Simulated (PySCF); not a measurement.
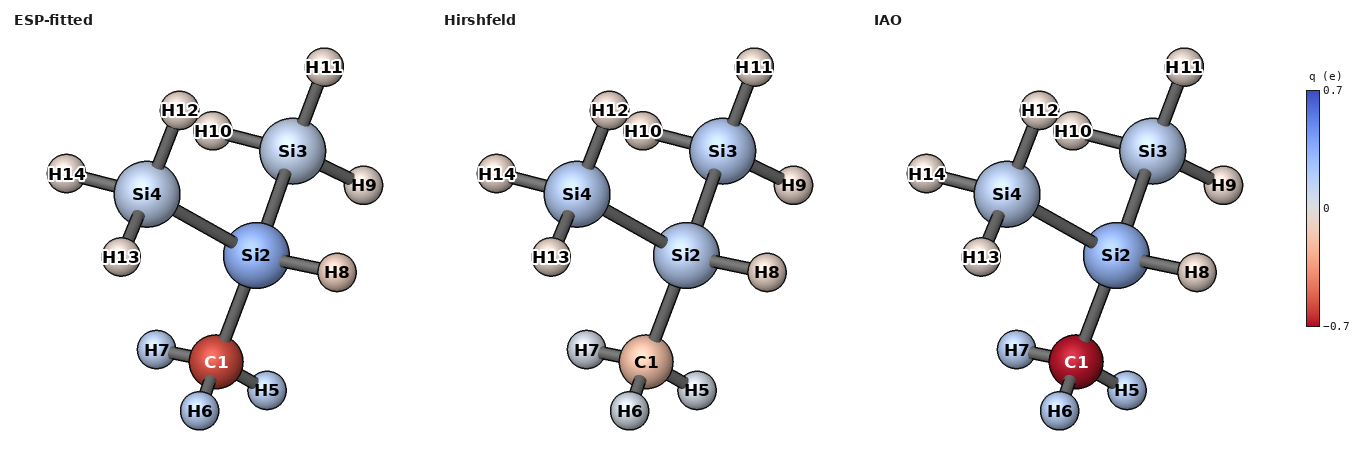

Atomic charges of one calculation by 3 schemes, on one colour scale. The computed structure is the end point of a PBE0-D3(BJ)/def2-SVP optimisation. No frequency run is at hand to confirm it as a minimum. Computed with PBE0/6-31G (PySCF 2.14.0).

> On which atom do the schemes disagree most?

On C1 (from −0.68 to −0.18 e).

List the charges (e), one line for each set of equivalent atoms. Atoms whose distances differ by more than 0.02 Å in this geometry are listed apart.

```
    atom  ESP-fitted  Hirshfeld    IAO
      C1       −0.57      −0.18  −0.68
     Si2        0.32       0.16   0.28
Si3, Si4        0.12       0.17   0.15
  H5, H6        0.16       0.05   0.16
      H7        0.15       0.05   0.16
      H8       −0.11      −0.07  −0.06
      H9       −0.05      −0.07  −0.06
H10, H14       −0.06      −0.07  −0.06
H11, H12       −0.06      −0.06  −0.06
     H13       −0.06      −0.07  −0.06
```
